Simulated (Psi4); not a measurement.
# UHSE06/aug-cc-pVDZ run of SiPH4Cl+ (SMILES [PH2+][SiH2]Cl)

Aim: the vertical doublet–quartet gap of SiPH4Cl+ at UHSE06/aug-cc-pVDZ, from 2 runs. 

Program for the calculation: Psi4 1.11.

**1. Starting point**

SiPH4Cl+ has 7 atoms, charge +1, and is taken as a doublet. SMILES: `[PH2+][SiH2]Cl`. The coordinates come from a GFN2-xTB relaxation. This is one conformer, not always the lowest.

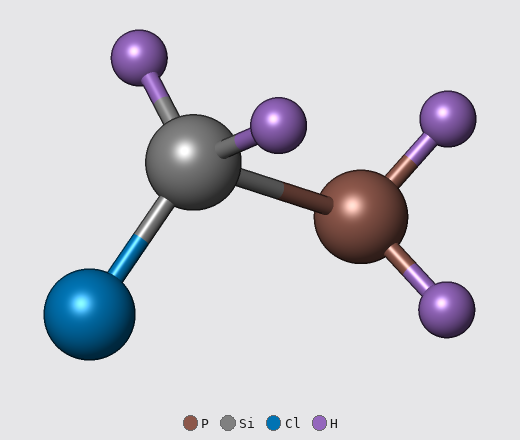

Viewed from a chosen angle; phosphorus brown, silicon grey, chlorine blue, hydrogen purple.

**2. Energy and forces at UHSE06/aug-cc-pVDZ**

Contents of clh4psi.json:

```json
{
  "schema_name": "qcschema_input",
  "schema_version": 1,
  "molecule": {
    "schema_name": "qcschema_molecule",
    "schema_version": 2,
    "symbols": ["P", "Si", "Cl", "H", "H", "H", "H"],
    "geometry": [-2.45386606, 0.40993829, -0.66270805, 1.71298004, -0.24611793, 1.11559982, 1.79299104, -3.62602539, 2.63083892, -3.19067028, -1.21171129, -2.59635141, -2.65621794, 2.66288867, -2.00076643, 1.72671835, 1.94084322, 2.78381225, 3.06806485, 0.07020333, -1.27042508],
    "molecular_charge": 1,
    "molecular_multiplicity": 2,
    "fix_symmetry": "c1",
    "fix_com": true,
    "fix_orientation": true
  },
  "driver": "gradient",
  "model": {
    "method": "hse06",
    "basis": "aug-cc-pVDZ"
  },
  "keywords": {
    "reference": "uks",
    "puream": true,
    "e_convergence": 1e-09,
    "d_convergence": 1e-08,
    "scf_type": "pk",
    "dft_radial_points": 99,
    "dft_spherical_points": 590,
    "maxiter": 200,
    "scf_properties": ["WIBERG_LOWDIN_INDICES", "QUADRUPOLE", "LOWDIN_CHARGES"]
  }
}
```

On the command line:

```sh
$ psi4 --qcschema clh4psi.json -n 1 --memory 1600MB
```

stdout:

```text
[...]
  Running in c1 symmetry.
[...]
  Nuclear repulsion =  190.839193263259858
[...]
  Multiplicity = 2
[...]
  Nalpha       = 25
  Nbeta        = 24
[...]
    Number of basis functions: 117
[...]
   @UKS iter   1: -1092.77713753579428    1.12331e-01   1.76865e-03 ADIIS/DIIS
[...]
   @UKS iter  12: -1092.80511243020487   -8.41283e-12   6.16636e-09 DIIS
[...]
   @S^2 Observed:                7.546456825E-01
[...]
    Orbital Energies [Eh]
    ---------------------
    Alpha Occupied:
       1A   -101.909246     2A    -77.497732     3A    -66.529666
       4A     -9.720146     5A     -7.450847     6A     -7.444563
       7A     -7.443578     8A     -6.875489     9A     -5.587655
      10A     -5.016510    11A     -5.008090    12A     -5.006508
      13A     -3.924327    14A     -3.921315    15A     -3.918192
      16A     -1.050744    17A     -0.902598    18A     -0.749738
      19A     -0.636157    20A     -0.604264    21A     -0.599210
      22A     -0.584992    23A     -0.531721    24A     -0.515422
      25A     -0.498723
    Alpha Virtual:
[...]
  @UKS Final Energy: -1092.80511243020487
   => Energetics <=
    Nuclear Repulsion Energy =            190.8391932632598582
    One-Electron Energy =               -1880.0235048983035995
    Two-Electron Energy =                 652.4929201706278263
    DFT Exchange-Correlation Energy =     -56.1137209657890921
    Empirical Dispersion Energy =           0.0000000000000000
    VV10 Nonlocal Energy =                  0.0000000000000000
    Total Energy =                      -1092.8051124302050994
[...]
 Multipole Moments:
 ------------------------------------------------------------------------------------
     Multipole            Electronic (a.u.)      Nuclear  (a.u.)        Total (a.u.)
 ------------------------------------------------------------------------------------
 L = 1.  Multiply by 2.5417464519 to convert [e a0] to [Debye]
 Dipole X            :        -17.1340073           16.6024723           -0.5315350
 Dipole Y            :         55.5627373          -55.4767844            0.0859529
 Dipole Z            :        -47.3978381           47.3183077           -0.0795304
 Magnitude           :                                                    0.5442815
 L = 2.  Multiply by 1.3450342976 to convert [e a0^2] to [Debye ang]
 Quadrupole XX       :       -235.7725391          215.6844238          -20.0881153
 Quadrupole XY       :        129.8649917         -131.1560274           -1.2910356
[...]
  -Total Gradient:
     Atom            X                  Y                   Z
    ------   -----------------  -----------------  -----------------
       1       -0.011255896740     0.004829171723    -0.010565728039
       2        0.014109855113    -0.023581870047     0.012782466943
       3       -0.000914928916     0.026812533016    -0.012329410394
       4        0.005113421404     0.014187320412     0.007139168294
       5        0.001023582479    -0.016889082267     0.002909038775
       6       -0.001946375669    -0.006380527258    -0.009308053709
       7       -0.006135703410     0.001022122057     0.009364371252
[...]
```

The result, in JSON:

```text
{
 "driver": "gradient",
 "model": {
  "method": "hse06",
  "basis": "aug-cc-pVDZ"
 },
 "success": true,
 "return_result": [-0.011255896739890442, 0.004829171723215401, -0.010565728039145933, 0.01410985511267722, -0.023581870046781896, 0.012782466943149096, -0.0009149289157769083, 0.026812533015621587, -0.012329410394319631, 0.005113421403505139, 0.014187320411647497, 0.007139168294220483, 0.0010235824791982456, -0.016889082267188327, 0.002909038775419967, -0.0019463756690997064, -0.006380527258097568, -0.009308053709487119, -0.00613570340999034, 0.0010221220567021294, 0.009364371251719072],
 "properties": {
  "calcinfo_nbasis": 117,
  "calcinfo_nmo": 117,
  "calcinfo_nalpha": 25,
  "calcinfo_nbeta": 24,
  "calcinfo_natom": 7,
  "nuclear_repulsion_energy": 190.83919326325986,
  "return_energy": -1092.8051124302049,
  "return_gradient": [-0.011255896739890442, 0.004829171723215401, -0.010565728039145933, 0.01410985511267722, -0.023581870046781896, 0.012782466943149096, -0.0009149289157769083, 0.026812533015621587, -0.012329410394319631, 0.005113421403505139, 0.014187320411647497, 0.007139168294220483, 0.0010235824791982456, -0.016889082267188327, 0.002909038775419967, -0.0019463756690997064, -0.006380527258097568, -0.009308053709487119, -0.00613570340999034, 0.0010221220567021294, 0.009364371251719072],
  "scf_one_electron_energy": -1880.0235048983036,
  "scf_two_electron_energy": 652.4929201706278,
  "scf_xc_energy": -56.11372096578909,
  "scf_dipole_moment": [-0.5315349551535533, 0.0859529173915945, -0.07953036210935238],
  "scf_total_energy": -1092.8051124302049,
  "scf_total_gradient": [-0.011255896739890442, 0.004829171723215401, -0.010565728039145933, 0.01410985511267722, -0.023581870046781896, 0.012782466943149096, -0.0009149289157769083, 0.026812533015621587, -0.012329410394319631, 0.005113421403505139, 0.014187320411647497, 0.007139168294220483, 0.0010235824791982456, -0.016889082267188327, 0.002909038775419967, -0.0019463756690997064, -0.006380527258097568, -0.009308053709487119, -0.00613570340999034, 0.0010221220567021294, 0.009364371251719072],
  "scf_iterations": 12
 }
}
```

It took 96 s on 1 thread of AMD EPYC 9R45 (Zen 5), shared host; peak memory 1 GiB.

**3. The quartet, same level**

Contents of clh4psi.xyz:

```xyz
7
ClH4PSi
P     -1.298530     0.216930    -0.350690
Si     0.906470    -0.130240     0.590350
Cl     0.948810    -1.918810     1.392180
H     -1.688430    -0.641210    -1.373930
H     -1.405610     1.409140    -1.058760
H      0.913740     1.027050     1.473130
H      1.623550     0.037150    -0.672280
```

Contents of calc.py:

```python
import psi4

psi4.set_memory(1600000000)
psi4.set_num_threads(1)
psi4.core.set_output_file('output.dat', False)

with open('clh4psi.xyz') as f:
    atoms = ''.join(f.readlines()[2:])
molecule = psi4.geometry('1 4\n' + atoms + 'symmetry c1')

psi4.set_options({
    'basis': 'aug-cc-pVDZ',
    'reference': 'uks',
    'puream': True,
    'e_convergence': 1e-09,
    'd_convergence': 1e-08,
    'scf_type': 'pk',
    'dft_radial_points': 99,
    'dft_spherical_points': 590,
    'maxiter': 200,
})

e_tot, wfn = psi4.gradient('hse06', return_wfn=True)
psi4.oeprop(wfn, 'LOWDIN_CHARGES', 'MULLIKEN_CHARGES', 'MAYER_INDICES', title='HSE06')
print('gradient / Eh bohr^-1')
print(e_tot.np.round(6))
print(f'energy = {wfn.energy():.10f} Eh')
```

On the command line:

```sh
$ python calc.py
```

output.dat (excerpt; [...] marks lines left out):

```text
[...]
  Running in c1 symmetry.
[...]
  Nuclear repulsion =  190.839193235565489
[...]
  Multiplicity = 4
[...]
  Nalpha       = 26
  Nbeta        = 23
[...]
    Number of basis functions: 117
[...]
   @UKS iter   1: -1092.48553817971379    4.03930e-01   2.54432e-03 ADIIS/DIIS
[...]
   @UKS iter  21: -1092.56245707882204   -2.79670e-11   6.68687e-09 DIIS
[...]
   @S^2 Observed:                3.757150831E+00
[...]
  @UKS Final Energy: -1092.56245707882204
   => Energetics <=
    Nuclear Repulsion Energy =            190.8391932355654887
    One-Electron Energy =               -1879.5053847588592362
    Two-Electron Energy =                 652.2013121321497238
    DFT Exchange-Correlation Energy =     -56.0975776876781254
    Empirical Dispersion Energy =           0.0000000000000000
    VV10 Nonlocal Energy =                  0.0000000000000000
    Total Energy =                      -1092.5624570788220353
[...]
 Multipole Moments:
 ------------------------------------------------------------------------------------
     Multipole            Electronic (a.u.)      Nuclear  (a.u.)        Total (a.u.)
 ------------------------------------------------------------------------------------
 L = 1.  Multiply by 2.5417464519 to convert [e a0] to [Debye]
 Dipole X            :         -0.2650402           -0.5270157           -0.7920559
 Dipole Y            :         -3.7574533            4.5007117            0.7432584
 Dipole Z            :          2.7831570           -3.5102758           -0.7271188
 Magnitude           :                                                    1.3070912
[...]
  -Total Gradient:
     Atom            X                  Y                   Z
    ------   -----------------  -----------------  -----------------
       1        0.035045169571    -0.018405582397     0.026166203801
       2       -0.036879459348    -0.025721908433     0.007796283065
       3       -0.013596234077     0.060306904452    -0.033479040595
       4        0.007531397538     0.021564377689     0.004726811316
       5        0.014153367222    -0.027780102473     0.003549336183
       6        0.000058126065    -0.012921956077    -0.016736198722
       7       -0.006311867841     0.002959792407     0.007972324587
[...]
  Mulliken Charges: (a.u.)
   Center  Symbol    Alpha    Beta     Spin     Total
       1     P     8.58661  6.86592  1.72069 -0.45254
       2    SI     7.42440  6.70930  0.71510 -0.13370
[...]
```

The script printed:

```text
gradient / Eh bohr^-1
[[ 3.5045e-02 -1.8406e-02  2.6166e-02]
 [-3.6879e-02 -2.5722e-02  7.7960e-03]
 [-1.3596e-02  6.0307e-02 -3.3479e-02]
 [ 7.5310e-03  2.1564e-02  4.7270e-03]
 [ 1.4153e-02 -2.7780e-02  3.5490e-03]
 [ 5.8000e-05 -1.2922e-02 -1.6736e-02]
 [-6.3120e-03  2.9600e-03  7.9720e-03]]
energy = -1092.5624570788 Eh
```

It took 2.1 min on 1 thread of AMD EPYC 9R45 (Zen 5), shared host; peak memory 0.96 GiB.

**4. Outcome**

Level: UHSE06/aug-cc-pVDZ.

| quantity | value |
| --- | --- |
| doublet: total energy | -1092.80511 Eh |
| doublet: HOMO energy (highest over α and β) | -13.57 eV |
| doublet: LUMO energy (lowest over α and β) | -10.55 eV |
| doublet: ⟨S²⟩ | 0.755 |
| doublet: largest force on an atom | 1.559 eV/Å |
| quartet: total energy | -1092.56246 Eh |
| quartet: HOMO energy (highest over α and β) | -7.74 eV |
| quartet: ⟨S²⟩ | 3.757 |
| quartet: largest force on an atom | 3.615 eV/Å |
| vertical energy of the quartet above the doublet | 6.603 eV |

What this shows: At this shape the quartet lies 6.60 eV (152 kcal/mol) above the doublet. The largest force (doublet) is 1.56 eV/Å: the shape isn't a stationary point for this species at this level.
